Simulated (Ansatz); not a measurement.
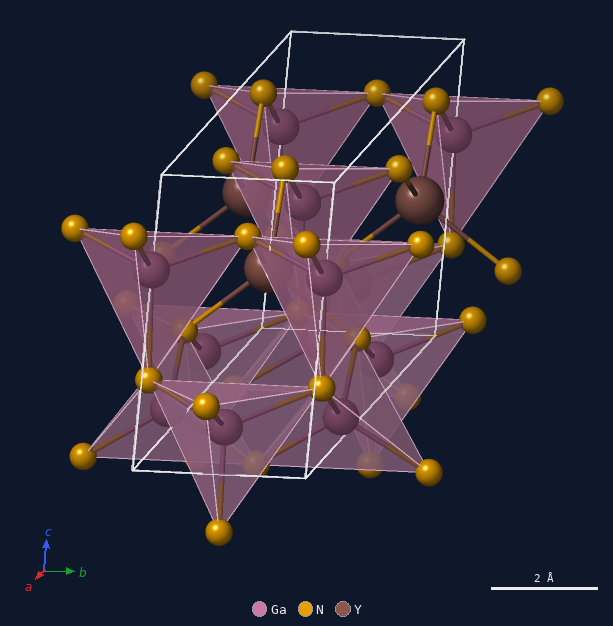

This polyhedral model is shown slightly off an axis. Thin lines show the conventional unit cell, with boundary atoms drawn in all their periodic places. Some atoms of the next cells are drawn as well.

YGa3N4, space group Cm (No. 8), a = 12.177 Å, b = 3.335 Å, c = 5.794 Å, α = 90.00°, β = 117.94°, γ = 90.00°. Starting structure: a structure type filled with these elements by a generator (whether the compound takes this form wasn't checked). Earlier steps of the study may have refined or changed the cell and positions. It was run through Ansatz as a DFT input.

This one geometry was computed with Ansatz (DFT, plane waves, PAW) at five levels of theory: HSE06, r2SCAN, PBE with spin-orbit coupling, PBE0 and PBE. It was relaxed beforehand with r2SCAN.

> Which level gives the highest pressure at this volume, and what does that say about its equilibrium volume?

Highest: PBE with spin-orbit coupling (4.3 GPa) and PBE (4.3 GPa), which points to the largest equilibrium volume. Lowest, with the smallest volume: HSE06 (-0.4 GPa) and PBE0 (-0.5 GPa). Levels within 0.5 GPa of each other can't be told apart.

> How does the band gap change with the level of theory?

PBE with spin-orbit coupling: a gap of 1.34 eV, indirect; PBE: a gap of 1.34 eV, indirect; r2SCAN: a gap of 1.72 eV, indirect; HSE06: a gap of 2.51 eV, indirect; PBE0: a gap of 3.20 eV, indirect.

> Collect the results in a table.

| level | cutoff (eV) | k-mesh of the run's cell | gap (eV) | pressure (GPa) |
| --- | --- | --- | --- | --- |
| HSE06 | 420 | 4×4×4 | 2.51 | -0.4 |
| r2SCAN | 500 | 8×8×6 | 1.72 | 0.0 |
| PBE with spin-orbit coupling | 420 | 8×8×6 | 1.34 | 4.3 |
| PBE0 | 420 | 4×4×4 | 3.20 | -0.5 |
| PBE | 420 | 8×8×6 | 1.34 | 4.3 |

Gaps are taken on the k-mesh or band path of each run.
